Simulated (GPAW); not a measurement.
# Gap slopes of BaTiO3 (P4mm) from G0W0 (uniaxial strain)

Aim: the gap of BaTiO3 (P4mm) under uniaxial strain, by PBE and G0W0.

Method: PBE and many-body steps on it, plane waves, in GPAW 26.7.0.

The database entry behind the starting cell differs from later determinations by our own check (c/a about 0.6 % short), so it need not match the best structure at ambient conditions.

## Step 1: The starting structure

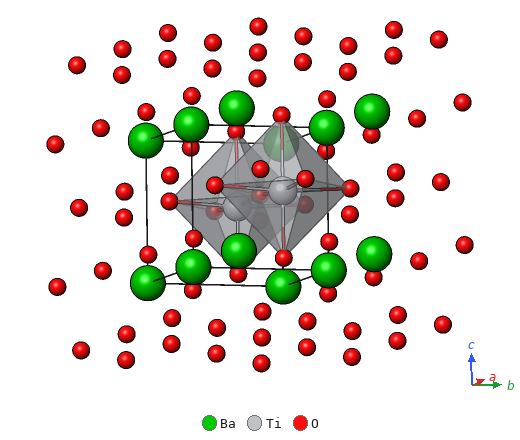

The cell as given, slightly off an axis (barium green, titanium light grey, oxygen red). 2×1×1 cells are drawn. Some periodic images of atoms are drawn too.

The cell is from the Crystallography Open Database; fractional positions held. Spin-orbit coupling is left out unless a step names it.

## Step 2: Ground state

This step: GPAW 26.7.0; DFT, PBE, plane waves, PAW.

The ground-state density comes first.

run.py reads:

```python
import json
import numpy as np
from gpaw.mpi import world
from ase import Atoms
from gpaw import GPAW, PW, FermiDirac

atoms = Atoms(['Ba', 'Ti', 'O', 'O', 'O'],
    cell=[[3.9998000000, 0.0000000000, 0.0000000000],
      [0.0000000000, 3.9998000000, 0.0000000000],
      [0.0000000000, 0.0000000000, 4.0180000000]],
    scaled_positions=[[0.0000000000, 0.0000000000, 0.0000000000],
      [0.5000000000, 0.5000000000, 0.4900000000],
      [0.5000000000, 0.5000000000, 0.0190000000],
      [0.5000000000, 0.0000000000, 0.5170000000],
      [0.0000000000, 0.5000000000, 0.5170000000]],
    pbc=(True, True, True))
calc = GPAW(mode=PW(600),
    xc='PBE',
    kpts={'size': (6, 6, 6), 'gamma': True},
    occupations=FermiDirac(0.001),
    nbands=-8,
    convergence={'density': 1e-6, 'bands': -3},
    maxiter=100,
    txt='gs.txt')
atoms.calc = calc
res = {'energy': atoms.get_potential_energy(), 'forces': atoms.get_forces(), 'stress': atoms.get_stress()}
kpts = calc.get_ibz_k_points()
res['kpts'] = kpts
res['eigenvalues'] = [calc.get_eigenvalues(kpt=k) for k in range(len(kpts))]
res['n_electrons'] = calc.get_number_of_electrons()
calc.write('gs.gpw')

if world.rank == 0:
    with open('result.json', 'w') as f:
        json.dump(res, f, default=lambda x: x.tolist())
```

Started as:

```sh
mpirun -n 4 gpaw python run.py
```

Numbers of over 12 decimals in the logs are rounded to 6 here.

The program printed:

```text
__  _  _
 | _ |_)|_||  |
 |__||  | ||/\| - 26.7.0

Input parameters:
  mode=PW(ecut=600.0),
  convergence={'density': 1e-06, 'bands': -3},
  kpts=MonkhorstPack(size=(6, 6, 6), gamma=True),
  maxiter=100,
  nbands=-8,
  occupations=Occupations(name='fermi-dirac', width=0.001, fixmagmom=False),
  xc=XC(name='PBE')
  [... matrices ...]
Diagonalizing LCAO Hamiltonian
Converting LCAO to pw mode
   .---------.
  /|         |
[...]
|  0.00000 | 0.00000 |  0.06373 |  # Ba   0
|  0.00000 | 0.00000 | -0.09321 |  # Ti   1
|  0.00000 | 0.00000 |  0.24931 |  # O    2
|  0.00000 | 0.00000 | -0.10773 |  # O    3
| -0.00000 | 0.00000 | -0.10773 |  # O    4

Force computation time: 0.111  # s

Stress tensor  # eV/Ang^3
|        x |        y |         z |
[...]
| 0.000000 | 0.005420 |  0.000000 |
| 0.000000 | 0.000000 | -0.000490 |

Stress computation time: 0.915  # s

# Writing to gs.gpw (mode='')
  [... matrices ...]
[key lines of the parts left out:]
Converged in 14 steps
Free energy:     -39.241684
dipole moment: (-35.430332, -35.430332, -33.896635)  # |e|*Ang
Fermi level: 8.555
```

Run time: 18 s. Hardware: 4 MPI ranks of Arm Neoverse V1, shared host; peak memory 0.76 GiB.

Numbers from this step:

* total energy: -39.24 eV
* gap: 1.813 eV
* k of the valence top: 0.5, 0.5, 0.5
* k of the conduction bottom: 0, 0, 0
* least direct gap: 2.091 eV
* pressure: -0.5527 GPa

The gap is indirect, with the least direct gap 0.28 eV higher.

## Step 3: Empty states on the mesh, 4×4×4 mesh, 305 bands

The sums over transitions need many empty states on a uniform mesh; this step solves for them.

run.py reads:

```python
import json
import numpy as np
from gpaw.mpi import world
from gpaw import GPAW

calc = GPAW('gs.gpw').fixed_density(kpts={'size': (4, 4, 4), 'gamma': True},
    parallel={'domain': 1, 'band': 1},
    txt='nscf.txt')
calc.diagonalize_full_hamiltonian(nbands=305)
calc.write('full.gpw', mode='all')
res = {}
kpts = calc.get_ibz_k_points()
res['kpts'] = kpts
res['eigenvalues'] = [calc.get_eigenvalues(kpt=k) for k in range(len(kpts))]
res['n_electrons'] = calc.get_number_of_electrons()

if world.rank == 0:
    with open('result.json', 'w') as f:
        json.dump(res, f, default=lambda x: x.tolist())
```

Started as:

```sh
mpirun -n 4 gpaw python run.py
```

The program printed:

```text
Diagonalizing LCAO Hamiltonian
Converting LCAO to pw mode
convergence criteria:
- Maximum integral of absolute [eigenst]ate change: 4e-08 eV^2 / valence electron
maximum number of iterations: 100

SCF iterations
|iter     |     time |      energy | eigst |  dens |
|iter:   1|  |             | +0.48 |       |
|iter:   2|  |             | -1.34 |       |
|iter:   3|  |             | -2.46 |       |
[...]
|iter:   7|  |             | -6.40 |       |
|iter:   8|  |             | -7.14 |       |
|iter:   9|  |             | -7.68c|       |
SCF steps: 9
  __  _  _
 | _ |_)|_||  |
 |__||  | ||/\| - 26.7.0

Input parameters:
  mode=PW(ecut=600.0),
  convergence={'density': 1e-06, 'bands': -3},
  gpts=array([24, 24, 24]),
  kpts=MonkhorstPack(size=(4, 4, 4), gamma=True),
  maxiter=100,
  nbands=28,
  occupations=Occupations(name='fermi-dirac', width=0.001, fixmagmom=False),
  parallel={'domain': 1, 'band': 1},
  xc=XC(name='PBE')
Matrix size: 2136x2136
# Writing to full.gpw (mode='all')
  [... matrices ...]

timing:  # [seconds]
  Total: 49.962  # ━━━━━━━━━━━━━━━━━━━━━━━━━━━━━━━━━━━━━━━━━━━━━━━━━━━━━━━━━━
```

Elapsed: 58 s, on 4 MPI ranks; peak memory 2.4 GiB.

This step gave:

```
gap                                                           : 1.813 eV
k of the valence top                                          : 0.5, 0.5, 0.5
k of the conduction bottom                                    : 0, 0, 0
least direct gap                                              : 2.091 eV
k points computed                                             : 18
lowest point of the top converged band, above the valence top : 143.0326 eV
```

On this mesh the gap is 1.813 eV.

## Step 4: G0W0, strain +0 %

Now the one-shot GW correction: screening in the RPA, then the self-energy of the levels asked for.

This step: G0W0 on PBE, plane waves, PAW.

run.py reads:

```python
import json
import numpy as np
from gpaw.mpi import world
from gpaw.response.g0w0 import G0W0

gw = G0W0('full.gpw',
    filename='gw',
    kpts=[0, 17],
    bands=(18, 22),
    ecut=np.float64(160.0),
    integrate_gamma='WS',
    ppa=True,
    ecut_extrapolation=True)
gw.calculate()
res = {mode: {k: v for k, v in r.items() if k != 'sigma_eskwn'}
       for mode, r in gw.all_results.items()}

if world.rank == 0:
    with open('result.json', 'w') as f:
        json.dump(res, f, default=lambda x: x.tolist())
```

Started as:

```sh
mpirun -n 4 gpaw python run.py
```

The program printed:

```text
Using integrator: PointIntegrator
FrequencyGridDescriptor(from 0.000+0.000j to 0.000+27.211j eV, 2 points)
Nonperiodic BCs:  [False False False]
Using integrator: PointIntegrator
FrequencyGridDescriptor(from 0.000+0.000j to 0.000+27.211j eV, 2 points)
Nonperiodic BCs:  [False False False]
  ___  _ _ _
 |   || | | |
 | | || | | |
 |__ ||_____|
 |___|

BZ k-points: Symmetries present (total): 8

  [... matrices ...]
64 k-points: 4 x 4 x 4 Monkhorst-Pack grid + [1/8,1/8,1/8]
18 k-points in the irreducible part of the Brillouin zone
       k-points in crystal coordinates                weights
   0:     0.00000000    0.00000000    0.00000000          1/64
   1:     0.00000000    0.00000000    0.25000000          2/64
   2:     0.00000000    0.00000000    0.50000000          1/64
[...]
9:     0.50000000    0.00000000    0.00000000          2/64
          ...
  17:     0.50000000    0.50000000    0.50000000          1/64

Distributing spins, k-points and bands (1 x 2 x 4) over 4 processes
Number of blocks: 1

Quasi particle states:
k-points (IBZ indices): [0, 17]
Band range: (18, 22)
  [... matrices ...]
Computational parameters:
Extrapolating to infinite plane wave cut-off using points at:
  137.884 eV
  147.917 eV
  160.000 eV
Number of bands: 295
Coulomb cutoff: None
Broadening: 0.1 eV

fxc modes: GW
Kernel: RPA
Using Godby-Needs plasmon-pole approximation:
  Fitting energy: i*E0, E0 = 1.000 Hartree
Summing all q:

Calculating screened Coulomb potential
No Coulomb truncation
FrequencyGridDescriptor(from 0.000+0.000j to 0.000+27.211j eV, 2 points)
Removing empty qpoint cache files...

Calculating chi0 body with:
    Ground state adapter containing:
    Number of spins: 1
    Number of kpoints: 64
    Number of irreducible kpoints: 18
    Number of completely occupied states: 20
    Number of partially occupied states: 20
    Occupied states memory: 4.21875 M / cpu

    Linear response parametrization:
    q_c: [0.0, 0.0, 0.0]
    Number of frequency points: 2
    Planewave cutoff: 160.0
    Number of bands: 295
    Number of planewaves: 305
    Broadening (eta): 1e-06
    comm.size: 4
    kncomm.size: 4
    blockcomm.size: 1

    Memory estimate of potentially large arrays:
        chi0_wGG: 2.838898 M / cpu
Integrating chi0 body.

Symmetries of q_c:
    Direct symmetries (Uq -> q): 8
    Indirect symmetries (TUq -> q): 8
In total 16 allowed symmetries.

  [... matrices ...]
18 groups of equivalent kpoints. 71.875% reduction.

Integral kind: response function
Integrating chi0 head and wings.

Symmetries of q_c:
    Direct symmetries (Uq -> q): 8
    Indirect symmetries (TUq -> q): 8
In total 16 allowed symmetries.

  [... matrices ...]
18 groups of equivalent kpoints. 71.875% reduction.

Integral kind: response function wings

Calculating chi0 body with:
    Ground state adapter containing:
    Number of spins: 1
    Number of kpoints: 64
    Number of irreducible kpoints: 18
    Number of completely occupied states: 20
    Number of partially occupied states: 20
    Occupied states memory: 4.21875 M / cpu

    Linear response parametrization:
[... the further q-points ...]
Extrapolating selfenergy to infinite energy cutoff:
  Performing linear fit to 3 points
  Warning: Bad quality of linear fit for some (n,k).
           Higher cutoff might be necessary.
  Minimum R^2 = 0.8694. (R^2 Should be close to 1)
  [... matrices ...]
Results:
f:      Occupation numbers
eps:     KS-eigenvalues [eV]
vxc:     KS vxc [eV]
exx:     Exact exchange [eV]
sigma:   Self-energies [eV]
dsigma:  Self-energy derivatives
Z:       Renormalization factors
qp:      QP-energies [eV]

k-point 0 (0): (0.000, 0.000, 0.000)                GW
band       f     eps     vxc     exx   sigma  dsigma       Z      qp
                                                                   GW
  18   1.000   7.398 -21.144 -25.629   3.743  -0.323   0.756   6.838
  19   1.000   7.398 -21.144 -25.630   3.743  -0.323   0.756   6.837
  20   0.000   9.489 -20.207 -12.591  -5.838  -0.305   0.766  10.852
[...]
k-point 1 (17): (0.500, 0.500, 0.500)                GW
band       f     eps     vxc     exx   sigma  dsigma       Z      qp
                                                                   GW
[...]
20   0.000  11.873 -23.713 -14.744  -6.795  -0.387   0.721  13.441
  21   0.000  11.873 -23.713 -14.744  -6.795  -0.387   0.721  13.441
```

Run time: 7.7 min. Hardware: 4 MPI ranks; peak memory 1.9 GiB.

Numbers from this step:

```yaml
quasiparticle_gap_on_the_points_computed: 3.747 eV
least_direct_quasiparticle_gap_on_the_computed_points: 4.014 eV
z_at_the_valence_top: 0.7474
z_at_the_conduction_bottom: 0.7664
starting_gap_on_the_mesh: 1.813 eV
k_of_the_valence_top: 0.5, 0.5, 0.5
k_of_the_conduction_bottom: 0, 0, 0
gaps_at_the_cutoffs_of_the_extrapolation: 3.553, 3.573, 3.593 eV
```

The gap on the mesh goes from 1.81 eV to 3.75 eV, a correction of +1.93 eV.

## Step 5: One-shot HSE06, strain +0 %

This step: one-shot HSE06 levels on PBE orbitals, plane waves, PAW.

run.py reads:

```python
import json
import numpy as np
from gpaw.mpi import world
from gpaw.hybrids.eigenvalues import non_self_consistent_eigenvalues

dft, vxc, vxc_hyb = non_self_consistent_eigenvalues('full.gpw', 'HSE06', 18, 22, kpt_indices=[0, 17])
res = {'dft': dft[0], 'hybrid': (dft - vxc + vxc_hyb)[0]}
if world.rank == 0:
    with open('hybrid.txt', 'w') as f:
        for k, e0, e1 in zip([0, 17], res['dft'], res['hybrid']):
            print(k, ' '.join(f'{x:9.4f}' for x in e0), '|', ' '.join(f'{x:9.4f}' for x in e1), file=f)

if world.rank == 0:
    with open('result.json', 'w') as f:
        json.dump(res, f, default=lambda x: x.tolist())
```

Started as:

```sh
mpirun -n 4 gpaw python run.py
```

The program printed:

```text
IBZ(<points: 18, symmetries: 8>)
Occupied bands: 20
Transforming wave functions from IBZ to BZ: 0.028 seconds
Distributing wave functions and iFFT-ing to real space: 0.404 seconds
Calculating eigenvalues:
  k-points: 2
  Bands: 18-21 (inclusive)
  Seconds: 1.365 (wave-function broadcasting: 0.014 seconds)
HSE06-eigenvalue shifts:
  min: -1.216 eV
  ave: 0.061 eV
  max: 1.450 eV
```

It took 4.8 s on 4 MPI ranks; peak memory 1.1 GiB; 19 s of CPU time.

This step gave:

```yaml
starting_gap_on_the_mesh: 1.813 eV
hybrid_gap_on_the_mesh: 4.170 eV
least_direct_hybrid_gap_on_the_computed_points: 4.328 eV
```

## Step 6: G0W0, strain -1 %

This step: G0W0 on PBE, plane waves, PAW.

The cell differs from the one that the last finished run ended in (c 4.018 → 3.978 Å).

run.py reads:

```python
import json
import numpy as np
from gpaw.mpi import world
from gpaw.response.g0w0 import G0W0

gw = G0W0('full.gpw',
    filename='gw',
    kpts=[0, 17],
    bands=(18, 22),
    ecut=np.float64(161.076),
    integrate_gamma='WS',
    ppa=True,
    ecut_extrapolation=True)
gw.calculate()
res = {mode: {k: v for k, v in r.items() if k != 'sigma_eskwn'}
       for mode, r in gw.all_results.items()}

if world.rank == 0:
    with open('result.json', 'w') as f:
        json.dump(res, f, default=lambda x: x.tolist())
```

Started as:

```sh
mpirun -n 4 gpaw python run.py
```

The program printed:

```text
Using integrator: PointIntegrator
FrequencyGridDescriptor(from 0.000+0.000j to 0.000+27.211j eV, 2 points)
Nonperiodic BCs:  [False False False]
Using integrator: PointIntegrator
FrequencyGridDescriptor(from 0.000+0.000j to 0.000+27.211j eV, 2 points)
Nonperiodic BCs:  [False False False]
  ___  _ _ _
 |   || | | |
 | | || | | |
 |__ ||_____|
 |___|

BZ k-points: Symmetries present (total): 8

  [... matrices ...]
64 k-points: 4 x 4 x 4 Monkhorst-Pack grid + [1/8,1/8,1/8]
18 k-points in the irreducible part of the Brillouin zone
[...]
GW
  18   1.000   7.521 -21.168 -25.651   3.734  -0.321   0.757   6.954
  19   1.000   7.521 -21.168 -25.652   3.734  -0.321   0.757   6.953
  20   0.000   9.615 -20.141 -12.542  -5.828  -0.302   0.768  10.976
[...]
k-point 1 (17): (0.500, 0.500, 0.500)                GW
band       f     eps     vxc     exx   sigma  dsigma       Z      qp
                                                                   GW
[...]
20   0.000  12.026 -23.721 -14.674  -6.883  -0.393   0.718  13.579
  21   0.000  12.074 -23.750 -14.758  -6.802  -0.385   0.722  13.654
```

It took 7.7 min on 4 MPI ranks; peak memory 1.9 GiB.

Numbers from this step:

| Property | Result |
| --- | --- |
| quasiparticle gap on the points computed | 3.779 eV |
| least direct quasiparticle gap on the computed points | 4.022 eV |
| starting gap on the mesh | 1.839 eV |
| k of the valence top | 0.5, 0.5, 0.5 |
| k of the conduction bottom | 0, 0, 0 |
| gaps at the cutoffs of the extrapolation | 3.586, 3.604, 3.625 eV |

The gap on the mesh goes from 1.84 eV to 3.78 eV, a correction of +1.94 eV.

Ground state, empty states and screening of this cell were made anew, as for the first cell; those steps are not shown. Ions: fractional positions held.

## Step 7: One-shot HSE06, strain -1 %

This step: one-shot HSE06 levels on PBE orbitals, plane waves, PAW.

run.py reads:

```python
import json
import numpy as np
from gpaw.mpi import world
from gpaw.hybrids.eigenvalues import non_self_consistent_eigenvalues

dft, vxc, vxc_hyb = non_self_consistent_eigenvalues('full.gpw', 'HSE06', 18, 22, kpt_indices=[0, 17])
res = {'dft': dft[0], 'hybrid': (dft - vxc + vxc_hyb)[0]}
if world.rank == 0:
    with open('hybrid.txt', 'w') as f:
        for k, e0, e1 in zip([0, 17], res['dft'], res['hybrid']):
            print(k, ' '.join(f'{x:9.4f}' for x in e0), '|', ' '.join(f'{x:9.4f}' for x in e1), file=f)

if world.rank == 0:
    with open('result.json', 'w') as f:
        json.dump(res, f, default=lambda x: x.tolist())
```

Started as:

```sh
mpirun -n 4 gpaw python run.py
```

The program printed:

```text
IBZ(<points: 18, symmetries: 8>)
Occupied bands: 20
Transforming wave functions from IBZ to BZ: 0.026 seconds
Distributing wave functions and iFFT-ing to real space: 0.412 seconds
Calculating eigenvalues:
  k-points: 2
  Bands: 18-21 (inclusive)
  Seconds: 1.264 (wave-function broadcasting: 0.014 seconds)
HSE06-eigenvalue shifts:
  min: -1.217 eV
  ave: 0.063 eV
  max: 1.468 eV
```

The job ended after 4.7 s (4 MPI ranks; peak memory 1.1 GiB).

This step gave:

```yaml
starting_gap_on_the_mesh: 1.839 eV
hybrid_gap_on_the_mesh: 4.192 eV
least_direct_hybrid_gap_on_the_computed_points: 4.326 eV
```

## Step 8: G0W0, strain +1 %

This step: G0W0 on PBE, plane waves, PAW.

The cell differs from the one that the last finished run ended in (c 3.978 → 4.058 Å).

run.py reads:

```python
import json
import numpy as np
from gpaw.mpi import world
from gpaw.response.g0w0 import G0W0

gw = G0W0('full.gpw',
    filename='gw',
    kpts=[0, 17],
    bands=(18, 22),
    ecut=np.float64(158.942),
    integrate_gamma='WS',
    ppa=True,
    ecut_extrapolation=True)
gw.calculate()
res = {mode: {k: v for k, v in r.items() if k != 'sigma_eskwn'}
       for mode, r in gw.all_results.items()}

if world.rank == 0:
    with open('result.json', 'w') as f:
        json.dump(res, f, default=lambda x: x.tolist())
```

Started as:

```sh
mpirun -n 4 gpaw python run.py
```

The program printed:

```text
Using integrator: PointIntegrator
FrequencyGridDescriptor(from 0.000+0.000j to 0.000+27.211j eV, 2 points)
Nonperiodic BCs:  [False False False]
Using integrator: PointIntegrator
FrequencyGridDescriptor(from 0.000+0.000j to 0.000+27.211j eV, 2 points)
Nonperiodic BCs:  [False False False]
  ___  _ _ _
 |   || | | |
 | | || | | |
 |__ ||_____|
 |___|

BZ k-points: Symmetries present (total): 8

  [... matrices ...]
64 k-points: 4 x 4 x 4 Monkhorst-Pack grid + [1/8,1/8,1/8]
18 k-points in the irreducible part of the Brillouin zone
[...]
GW
  18   1.000   7.278 -21.120 -25.608   3.753  -0.326   0.754   6.723
  19   1.000   7.278 -21.120 -25.607   3.753  -0.326   0.754   6.724
  20   0.000   9.365 -20.270 -12.638  -5.848  -0.307   0.765  10.730
[...]
k-point 1 (17): (0.500, 0.500, 0.500)                GW
band       f     eps     vxc     exx   sigma  dsigma       Z      qp
                                                                   GW
[...]
20   0.000  11.679 -23.679 -14.730  -6.771  -0.369   0.730  13.270
  21   0.000  11.679 -23.679 -14.730  -6.772  -0.369   0.730  13.269
```

Elapsed: 7.7 min, on 4 MPI ranks; peak memory 1.8 GiB.

This step gave:

```
quasiparticle gap on the points computed              : 3.717 eV
least direct quasiparticle gap on the computed points : 4.006 eV
starting gap on the mesh                              : 1.790 eV
k of the valence top                                  : 0.5, 0.5, 0.5
k of the conduction bottom                            : 0, 0, 0
gaps at the cutoffs of the extrapolation              : 3.522, 3.541, 3.561 eV
```

The gap on the mesh goes from 1.79 eV to 3.72 eV, a correction of +1.93 eV.

Again on this cell's own states.

## Step 9: One-shot HSE06, strain +1 %

This step: one-shot HSE06 levels on PBE orbitals, plane waves, PAW.

run.py reads:

```python
import json
import numpy as np
from gpaw.mpi import world
from gpaw.hybrids.eigenvalues import non_self_consistent_eigenvalues

dft, vxc, vxc_hyb = non_self_consistent_eigenvalues('full.gpw', 'HSE06', 18, 22, kpt_indices=[0, 17])
res = {'dft': dft[0], 'hybrid': (dft - vxc + vxc_hyb)[0]}
if world.rank == 0:
    with open('hybrid.txt', 'w') as f:
        for k, e0, e1 in zip([0, 17], res['dft'], res['hybrid']):
            print(k, ' '.join(f'{x:9.4f}' for x in e0), '|', ' '.join(f'{x:9.4f}' for x in e1), file=f)

if world.rank == 0:
    with open('result.json', 'w') as f:
        json.dump(res, f, default=lambda x: x.tolist())
```

Started as:

```sh
mpirun -n 4 gpaw python run.py
```

The program printed:

```text
IBZ(<points: 18, symmetries: 8>)
Occupied bands: 20
Transforming wave functions from IBZ to BZ: 0.027 seconds
Distributing wave functions and iFFT-ing to real space: 0.423 seconds
Calculating eigenvalues:
  k-points: 2
  Bands: 18-21 (inclusive)
  Seconds: 1.264 (wave-function broadcasting: 0.013 seconds)
HSE06-eigenvalue shifts:
  min: -1.215 eV
  ave: 0.061 eV
  max: 1.445 eV
```

Run time: 4.7 s. Hardware: 4 MPI ranks; peak memory 1.1 GiB.

This step gave:

- starting gap on the mesh: 1.790 eV
- hybrid gap on the mesh: 4.150 eV
- least direct hybrid gap on the computed points: 4.329 eV

(Continued in part 2 of 2.)

[Paths, hosts, dates, memory and timing lines, banners, echoed tables and standing remarks are left out of the program output.]

[Logs are printed without paths, hosts, clocks, repeated set-up lines and the standing remarks that a program may print on its own settings, such as how far it seeks lower states.]

[Runs of the session that timed out or met a known fault of the program may be left out.]

[Hosts, paths, dates, database ids (printed as entryN), source tags and the programs' standing remarks are cut or masked in the printed files.]
